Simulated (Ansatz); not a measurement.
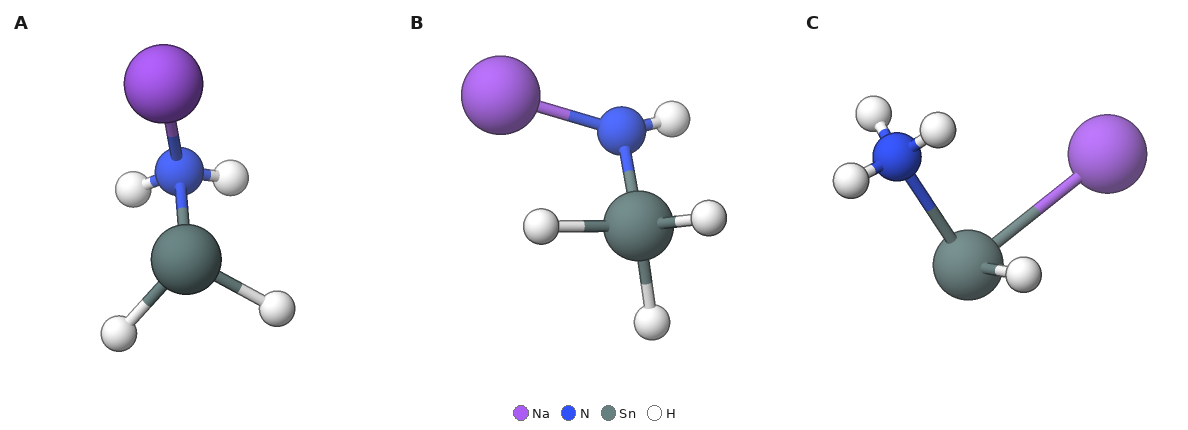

3 stationary structures of one formula. Geometries: PBE0-D4/def2-TZVP. Electronic energies: RHF-CCSD(T) (frozen core)/def2-TZVPP (Ansatz 0.2.0), without zero-point energy. No frequency run is at hand to confirm each as a minimum. Each is one conformer, not always the lowest.

**Which is lowest in energy, and by how much?**

A is lowest; C lies 13.0 kcal/mol above it (C1), B lies 26.2 kcal/mol above it (Cs).
